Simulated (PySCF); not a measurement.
## B2H4F2: geometry relaxation

B2H4F2, SMILES [BH2-]1[F+][BH2-][F+]1, computed with SVWN5/def2-SVP, RKS (PySCF 2.14.0).

The geometry comes from this level: PBE0-D4/def2-TZVP symmetrised.

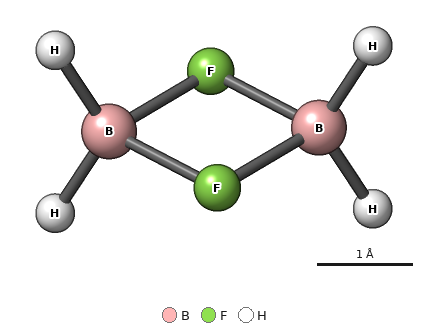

**Figure 1.** The structure as given in the input (ball-and-stick view, seen at a tilt).

**Results in brief**

| quantity | value |
| --- | --- |
| outcome | converged |
| total energy | −249.784279 hartree |
| basis functions | 76 |
| HOMO | −7.47 eV |
| LUMO | −1.01 eV |
| zero-point energy | 0.049349 hartree |
| dipole moment | 0.00 D |
| wavenumbers, lowest and highest | 66 and 2656 cm⁻¹ |
| hardware | 1 thread of Intel Xeon @ 2.50GHz (Skylake/Cascade Lake), 64 GiB of memory available, shared host |
| wall time | 2.1 min |
| peak memory | 0.63 GiB |

**The input (input.py)**
```python
# [BH2-]1[F+][BH2-][F+]1
import numpy
from pyscf import gto, dft, symm
from pyscf.hessian import thermo
from pyscf.geomopt.geometric_solver import kernel as optimise

molecule = gto.M(
    atom='''
B   -0.488168   0.947220  -0.293666
F    0.637144   0.535967   0.670747
B    0.487837  -0.947279   0.294028
F   -0.636956  -0.535933  -0.670953
H   -0.042892   1.550738  -1.217938
H   -1.447392   1.302444   0.314163
H    1.447392  -1.302444  -0.314163
H    0.042892  -1.550738   1.217938
''',
    verbose=3,
    max_memory=1860,
    basis='def2-svp',
)

myscf = dft.RKS(molecule)
myscf.xc = 'svwn'
myscf.grids.level = 4
myscf.conv_tol = 1e-10
converged, mol_eq = optimise(myscf, maxsteps=80)
print('converged:', converged)
print(mol_eq.tostring())

myscf.reset(mol_eq)
molecule = mol_eq
myscf.kernel()
etot = myscf.e_tot
print('E(%s) = %.9f' % ('SVWN5', etot))
hess = myscf.Hessian().kernel()
modes = thermo.harmonic_analysis(molecule, hess)
print('frequencies (1/cm)', numpy.round(modes['freq_wavenumber'], 1))
symm.geom.TOLERANCE = 1e-3  # for the symmetry number
th = thermo.thermo(myscf, modes['freq_au'], 298.15, 101325)
thermo.dump_thermo(molecule, th)
```

Run as:
```bash
OMP_NUM_THREADS=1 python input.py
```

**What the program printed**
```
#|     Arguments passed to driver run_optimizer():      |#
customengine              <pyscf.geomopt.geometric_solver.PySCFEngine object>
maxiter                   80
----------------------------------------------------------
Custom engine selected.
Bonds will be generated from interatomic distances less than 1.20 times sum of covalent radii
24 internal coordinates being used (instead of 24 Cartesians)
Internal coordinate system (atoms numbered from 1):
Distance 1-2
Distance 1-4
Distance 1-5
Distance 1-6
Distance 2-3
Distance 3-4
Distance 3-7
Distance 3-8
Angle 2-1-4
Angle 2-1-5
Angle 2-1-6
Angle 4-1-5
Angle 4-1-6
Angle 5-1-6
Angle 1-2-3
Angle 2-3-4
Angle 2-3-7
Angle 2-3-8
Angle 4-3-7
Angle 4-3-8
Angle 7-3-8
Angle 1-4-3
Dihedral 4-1-2-3
Dihedral 5-1-2-3
Dihedral 6-1-2-3
Dihedral 2-1-4-3
Dihedral 5-1-4-3
Dihedral 6-1-4-3
Dihedral 1-2-3-4
Dihedral 1-2-3-7
Dihedral 1-2-3-8
Dihedral 2-3-4-1
Dihedral 7-3-4-1
Dihedral 8-3-4-1
Translation-X 1-8
Translation-Y 1-8
Translation-Z 1-8
Rotation-A 1-8
Rotation-B 1-8
Rotation-C 1-8
<class 'geometric.internal.Distance'> : 8
<class 'geometric.internal.Angle'> : 14
<class 'geometric.internal.Dihedral'> : 12
<class 'geometric.internal.TranslationX'> : 1
<class 'geometric.internal.TranslationY'> : 1
<class 'geometric.internal.TranslationZ'> : 1
<class 'geometric.internal.RotationA'> : 1
<class 'geometric.internal.RotationB'> : 1
<class 'geometric.internal.RotationC'> : 1
> ===== Optimization Info: ====
> Job type: Energy minimization
> Maximum number of optimization cycles: 80
> Initial / maximum trust radius (Angstrom): 0.100 / 0.300
> Convergence Criteria:
> Will converge when all 5 criteria are reached:
>  |Delta-E| < 1.00e-06
>  RMS-Grad  < 3.00e-04
>  Max-Grad  < 4.50e-04
>  RMS-Disp  < 1.20e-03
>  Max-Disp  < 1.80e-03
> === End Optimization Info ===

Geometry optimization cycle 1
Cartesian coordinates (Angstrom)
 Atom        New coordinates             dX        dY        dZ
   B  -0.488168   0.947220  -0.293666    0.000000  0.000000  0.000000
   F   0.637144   0.535967   0.670747   -0.000000  0.000000  0.000000
   B   0.487837  -0.947279   0.294028    0.000000  0.000000  0.000000
   F  -0.636956  -0.535933  -0.670953    0.000000  0.000000  0.000000
   H  -0.042892   1.550738  -1.217938    0.000000  0.000000  0.000000
   H  -1.447392   1.302444   0.314163    0.000000  0.000000  0.000000
   H   1.447392  -1.302444  -0.314163    0.000000  0.000000  0.000000
   H   0.042892  -1.550738   1.217938    0.000000  0.000000  0.000000

WARN: Mole.unit (angstrom) is changed to Bohr

converged SCF energy = -249.783099887169
--------------- RKS_Scanner gradients ---------------
         x                y                z
0 B    -0.0063220139     0.0129750138    -0.0033372437
1 F     0.0030561346     0.0006113964     0.0028068638
2 B     0.0059725741    -0.0130372886     0.0037189138
3 F    -0.0029829311    -0.0005982230    -0.0028874128
4 H    -0.0048623944    -0.0060828182     0.0083923106
5 H     0.0088943224    -0.0037097991    -0.0065639930
6 H    -0.0087269075     0.0036801648     0.0064317221
7 H     0.0049710161     0.0061613423    -0.0085612607
----------------------------------------------
cycle 1: E = -249.783099887  dE = -249.783  norm(grad) = 0.0317519
Step    0 : Gradient = 1.123e-02/1.481e-02 (rms/max) Energy = -249.7830998872
Hessian Eigenvalues: 2.30000e-02 5.00000e-02 5.00000e-02 ... 2.79634e-01 2.86937e-01 2.87322e-01

Geometry optimization cycle 2
Cartesian coordinates (Angstrom)
 Atom        New coordinates             dX        dY        dZ
   B  -0.488898   0.941780  -0.295464   -0.000730 -0.005440 -0.001798
   F   0.632151   0.539512   0.666986   -0.004993  0.003545 -0.003761
   B   0.488818  -0.941791   0.295559    0.000981  0.005488  0.001531
   F  -0.631962  -0.539474  -0.667185    0.004994 -0.003541  0.003768
   H  -0.029312   1.561021  -1.233194    0.013580  0.010283 -0.015256
   H  -1.462852   1.307351   0.330414   -0.015460  0.004907  0.016251
   H   1.462799  -1.307504  -0.330244    0.015407 -0.005060 -0.016081
   H   0.029130  -1.560903   1.233292   -0.013762 -0.010165  0.015354
converged SCF energy = -249.784259234437
--------------- RKS_Scanner gradients ---------------
         x                y                z
0 B    -0.0009617998     0.0021049426    -0.0004989121
1 F     0.0008575202     0.0009471396     0.0009080436
2 B     0.0009209997    -0.0021124281     0.0005436708
3 F    -0.0008361812    -0.0009431568    -0.0009315041
4 H     0.0000555937    -0.0002167885     0.0001126941
5 H     0.0001607837    -0.0001902206    -0.0000003927
6 H    -0.0001541022     0.0001970968    -0.0000121848
7 H    -0.0000429116     0.0002132930    -0.0001214589
----------------------------------------------
cycle 2: E = -249.784259234  dE = -0.00115935  norm(grad) = 0.00404648
Step    1 : Displace = 1.684e-02/2.296e-02 (rms/max) Trust = 1.000e-01 (=) Grad = 1.431e-03/2.368e-03 (rms/max) E (change) = -249.7842592344 (-1.159e-03) Quality = 1.018
Hessian Eigenvalues: 2.30000e-02 4.99995e-02 5.00000e-02 ... 2.79634e-01 2.86418e-01 2.94202e-01

Geometry optimization cycle 3
Cartesian coordinates (Angstrom)
 Atom        New coordinates             dX        dY        dZ
   B  -0.487998   0.939993  -0.294971    0.000900 -0.001787  0.000494
   F   0.631390   0.538621   0.666370   -0.000761 -0.000891 -0.000616
   B   0.487967  -0.939992   0.295016   -0.000851  0.001798 -0.000544
   F  -0.631232  -0.538586  -0.666532    0.000730  0.000887  0.000652
   H  -0.028784   1.560478  -1.232850    0.000528 -0.000543  0.000344
   H  -1.462484   1.306588   0.330714    0.000369 -0.000763  0.000299
   H   1.462471  -1.306819  -0.330505   -0.000328  0.000685 -0.000262
   H   0.028552  -1.560279   1.232927   -0.000578  0.000624 -0.000364
converged SCF energy = -249.784275751313
--------------- RKS_Scanner gradients ---------------
         x                y                z
0 B    -0.0002854210     0.0008088025    -0.0001239443
1 F     0.0002152000     0.0003608102     0.0002440687
2 B     0.0002791308    -0.0008099659     0.0001313299
3 F    -0.0002110201    -0.0003600617    -0.0002490764
4 H     0.0001341610    -0.0000918401    -0.0000733243
5 H    -0.0000393975    -0.0001179863     0.0001237705
6 H     0.0000396016     0.0001195052    -0.0001255075
7 H    -0.0001323227     0.0000906478     0.0000726525
----------------------------------------------
cycle 3: E = -249.784275751  dE = -1.65169e-05  norm(grad) = 0.00144903
Step    2 : Displace = 1.360e-03/2.066e-03 (rms/max) Trust = 1.414e-01 (+) Grad = 5.123e-04/8.667e-04 (rms/max) E (change) = -249.7842757513 (-1.652e-05) Quality = 1.336
Hessian Eigenvalues: 2.29999e-02 4.99316e-02 5.00000e-02 ... 2.73483e-01 2.79634e-01 2.89939e-01

Geometry optimization cycle 4
Cartesian coordinates (Angstrom)
 Atom        New coordinates             dX        dY        dZ
   B  -0.487497   0.938902  -0.294694    0.000502 -0.001091  0.000277
   F   0.631066   0.538030   0.666269   -0.000324 -0.000591 -0.000100
   B   0.487483  -0.938896   0.294722   -0.000484  0.001097 -0.000293
   F  -0.630924  -0.537996  -0.666411    0.000308  0.000590  0.000122
   H  -0.029100   1.560710  -1.232079   -0.000317  0.000232  0.000771
   H  -1.462012   1.306771   0.330181    0.000472  0.000183 -0.000533
   H   1.462016  -1.307020  -0.329963   -0.000455 -0.000201  0.000542
   H   0.028859  -1.560486   1.232147    0.000307 -0.000208 -0.000781
converged SCF energy = -249.784279105468
--------------- RKS_Scanner gradients ---------------
         x                y                z
0 B     0.0000595159     0.0000973506     0.0000656622
1 F    -0.0000629948     0.0000657642    -0.0000510628
2 B    -0.0000550265    -0.0000966919    -0.0000707193
3 F     0.0000611924    -0.0000660259     0.0000530920
4 H     0.0000558847    -0.0000458125    -0.0000435217
5 H    -0.0000259075    -0.0000572835     0.0000568156
6 H     0.0000247946     0.0000565590    -0.0000551616
7 H    -0.0000575141     0.0000460667     0.0000448701
----------------------------------------------
cycle 4: E = -249.784279105  dE = -3.35415e-06  norm(grad) = 0.000291769
Step    3 : Displace = 8.702e-04/1.250e-03 (rms/max) Trust = 2.000e-01 (+) Grad = 1.032e-04/1.318e-04 (rms/max) E (change) = -249.7842791055 (-3.354e-06) Quality = 1.113
Hessian Eigenvalues: 2.29998e-02 4.93609e-02 5.00000e-02 ... 2.73483e-01 2.79634e-01 3.01660e-01

Geometry optimization cycle 5
Cartesian coordinates (Angstrom)
 Atom        New coordinates             dX        dY        dZ
   B  -0.487495   0.938815  -0.294695    0.000001 -0.000087 -0.000001
   F   0.631034   0.537831   0.666420   -0.000032 -0.000200  0.000151
   B   0.487480  -0.938807   0.294728   -0.000003  0.000089  0.000006
   F  -0.630895  -0.537795  -0.666556    0.000029  0.000201 -0.000145
   H  -0.029322   1.561220  -1.231725   -0.000222  0.000510  0.000354
   H  -1.461958   1.307210   0.329845    0.000054  0.000439 -0.000336
   H   1.461961  -1.307443  -0.329635   -0.000055 -0.000423  0.000328
   H   0.029092  -1.561006   1.231794    0.000234 -0.000520 -0.000353
converged SCF energy = -249.784279420758
--------------- RKS_Scanner gradients ---------------
         x                y                z
0 B     0.0000765001     0.0000178174     0.0000708112
1 F    -0.0000555640     0.0000434181    -0.0000487836
2 B    -0.0000743472    -0.0000174893    -0.0000731974
3 F     0.0000546823    -0.0000435638     0.0000497563
4 H     0.0000100208    -0.0000227732    -0.0000163535
5 H    -0.0000066679    -0.0000226189     0.0000130724
6 H     0.0000062326     0.0000220781    -0.0000122400
7 H    -0.0000109116     0.0000230592     0.0000169090
----------------------------------------------
cycle 5: E = -249.784279421  dE = -3.1529e-07  norm(grad) = 0.000200792
```

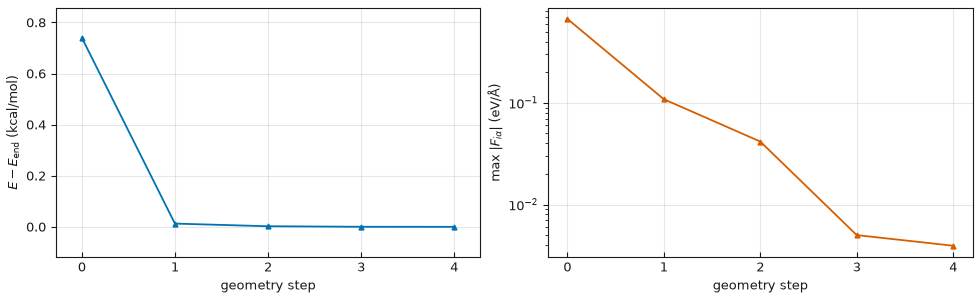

**Figure 2.** Progress of the relaxation, step by step (steps are counted from 0).

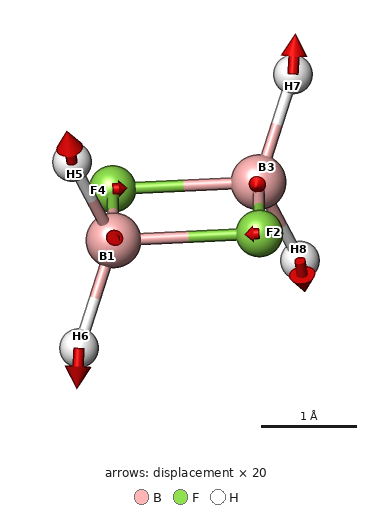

**Figure 3.** The starting structure with the displacements as red arrows, magnified 20 times (ball-and-stick view, seen at a tilt). The two geometries are laid on each other by the best rigid fit. The largest moves after the best rigid fit, 0.022 Å, are those of H5, H6, H7 and H8. Largest moves by element: H 0.022 Å, B 0.009 Å, F 0.008 Å. Distances before and after: B1–H5 1.190 → 1.215 Å, B1–F2 1.538 → 1.528 Å. Over 4 geometry steps the energy falls by 0.74 kcal/mol. The largest force component goes from 0.67 to 0.0039 eV/Å. (Atoms are counted from 1 in the order of the input.)

```
Step    4 : Displace = 4.059e-04/5.643e-04 (rms/max) Trust = 2.828e-01 (+) Grad = 7.099e-05/1.058e-04 (rms/max) E (change) = -249.7842794208 (-3.153e-07) Quality = 1.342
Hessian Eigenvalues: 2.29998e-02 4.93609e-02 5.00000e-02 ... 2.73483e-01 2.79634e-01 3.01660e-01
Converged! =D

converged: True
B          -0.48749523        0.93881490       -0.29469523
F           0.63103412        0.53783060        0.66642042
B           0.48748033       -0.93880703        0.29472778
F          -0.63089484       -0.53779520       -0.66655565
H          -0.02932207        1.56122004       -1.23172499
H          -1.46195793        1.30721007        0.32984468
H           1.46196139       -1.30744342       -0.32963502
H           0.02909237       -1.56100592        1.23179351
converged SCF energy = -249.784279420759
E(SVWN5) = -249.784279421
frequencies (1/cm) [  65.8  459.9  583.1  705.2  775.1  785.4  806.9  837.   876.2  941.5
 1005.9 1129.6 1146.9 1166.9 2526.7 2544.6 2649.6 2655.6]
temperature 298.1500 [K]
pressure 101325.00 [Pa]
Rotational constants [GHz] 12.02771 10.61991 6.28409
Symmetry number 2
Zero-point energy (ZPE) 0.04935 [Eh]   129566.367 [J/mol]
                           tot       elec      trans        rot        vib
Entropy [J/mol/K]       283.137      0.000    160.545     92.596     29.996
Cv [J/mol/K]             66.263      0.000     12.472     12.472     41.319
Cp [J/mol/K]             74.577      0.000     20.786     12.472     41.319
Internal energy [J/mol]                      3718.434   3718.434 134435.831
Internal energy [Eh]   -249.73024  -249.78428
Enthalpy [J/mol]                             6197.391   3718.434 134435.831
Enthalpy [Eh]          -249.72930
Gibbs free energy [J/mol]                  -41669.249 -23888.952 125492.521
Gibbs free energy [Eh] -249.76145
```

**Trajectory as extended XYZ (Å, eV, eV/Å), 5 frames, from step=0 to step=4**
```
8
Properties=species:S:1:pos:R:3:forces:R:3 step=0 energy=-6796.94441
B    -0.4882    0.9472   -0.2937    0.3251  -0.6672   0.1716
F     0.6371    0.5360    0.6707   -0.1572  -0.0314  -0.1443
B     0.4878   -0.9473    0.2940   -0.3071   0.6704  -0.1912
F    -0.6370   -0.5359   -0.6710    0.1534   0.0308   0.1485
H    -0.0429    1.5507   -1.2179    0.2500   0.3128  -0.4315
H    -1.4474    1.3024    0.3142   -0.4574   0.1908   0.3375
H     1.4474   -1.3024   -0.3142    0.4488  -0.1892  -0.3307
H     0.0429   -1.5507    1.2179   -0.2556  -0.3168   0.4402
8
Properties=species:S:1:pos:R:3:forces:R:3 step=1 energy=-6796.97596
B    -0.4889    0.9418   -0.2955    0.0495  -0.1082   0.0257
F     0.6322    0.5395    0.6670   -0.0441  -0.0487  -0.0467
B     0.4888   -0.9418    0.2956   -0.0474   0.1086  -0.0280
F    -0.6320   -0.5395   -0.6672    0.0430   0.0485   0.0479
H    -0.0293    1.5610   -1.2332   -0.0029   0.0111  -0.0058
H    -1.4629    1.3074    0.3304   -0.0083   0.0098   0.0000
H     1.4628   -1.3075   -0.3302    0.0079  -0.0101   0.0006
H     0.0291   -1.5609    1.2333    0.0022  -0.0110   0.0062
8
Properties=species:S:1:pos:R:3:forces:R:3 step=2 energy=-6796.97641
B    -0.4880    0.9400   -0.2950    0.0147  -0.0416   0.0064
F     0.6314    0.5386    0.6664   -0.0111  -0.0186  -0.0126
B     0.4880   -0.9400    0.2950   -0.0144   0.0416  -0.0068
F    -0.6312   -0.5386   -0.6665    0.0109   0.0185   0.0128
H    -0.0288    1.5605   -1.2329   -0.0069   0.0047   0.0038
H    -1.4625    1.3066    0.3307    0.0020   0.0061  -0.0064
H     1.4625   -1.3068   -0.3305   -0.0020  -0.0061   0.0065
H     0.0286   -1.5603    1.2329    0.0068  -0.0047  -0.0037
8
Properties=species:S:1:pos:R:3:forces:R:3 step=3 energy=-6796.97650
B    -0.4875    0.9389   -0.2947   -0.0031  -0.0050  -0.0034
F     0.6311    0.5380    0.6663    0.0032  -0.0034   0.0026
B     0.4875   -0.9389    0.2947    0.0028   0.0050   0.0036
F    -0.6309   -0.5380   -0.6664   -0.0031   0.0034  -0.0027
H    -0.0291    1.5607   -1.2321   -0.0029   0.0024   0.0022
H    -1.4620    1.3068    0.3302    0.0013   0.0029  -0.0029
H     1.4620   -1.3070   -0.3300   -0.0013  -0.0029   0.0028
H     0.0289   -1.5605    1.2321    0.0030  -0.0024  -0.0023
8
Properties=species:S:1:pos:R:3:forces:R:3 step=4 energy=-6796.97651
B    -0.4875    0.9388   -0.2947   -0.0039  -0.0009  -0.0036
F     0.6310    0.5378    0.6664    0.0029  -0.0022   0.0025
B     0.4875   -0.9388    0.2947    0.0038   0.0009   0.0038
F    -0.6309   -0.5378   -0.6666   -0.0028   0.0022  -0.0026
H    -0.0293    1.5612   -1.2317   -0.0005   0.0012   0.0008
H    -1.4620    1.3072    0.3298    0.0003   0.0012  -0.0007
H     1.4620   -1.3074   -0.3296   -0.0003  -0.0011   0.0006
H     0.0291   -1.5610    1.2318    0.0006  -0.0012  -0.0009
```

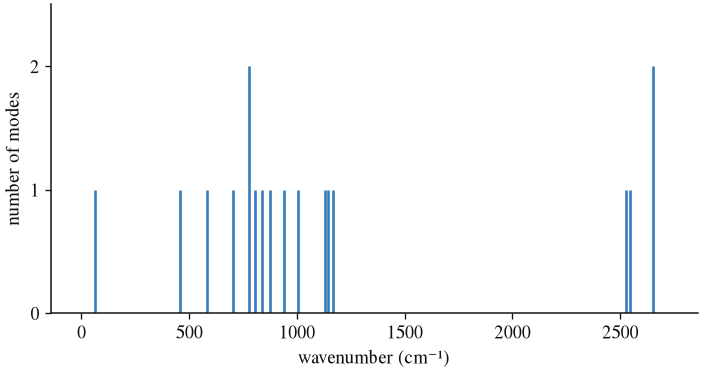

**Figure 4.** Harmonic vibrational wavenumbers from the force constants; neighbouring modes closer than 12 cm⁻¹ are counted in one stick. 18 modes from 66 to 2656 cm⁻¹, none imaginary.

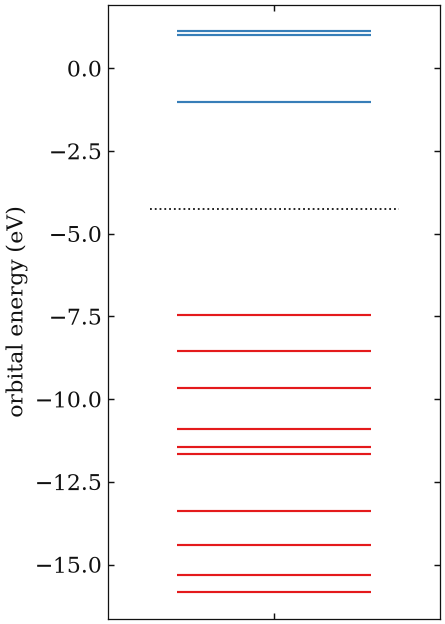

**Figure 5.** Orbital energies near the frontier; the dotted line parts filled from empty levels, and levels within 0.02 eV of each other stand side by side. Highest filled −7.47 eV, lowest empty −1.01 eV, 6.46 eV apart.
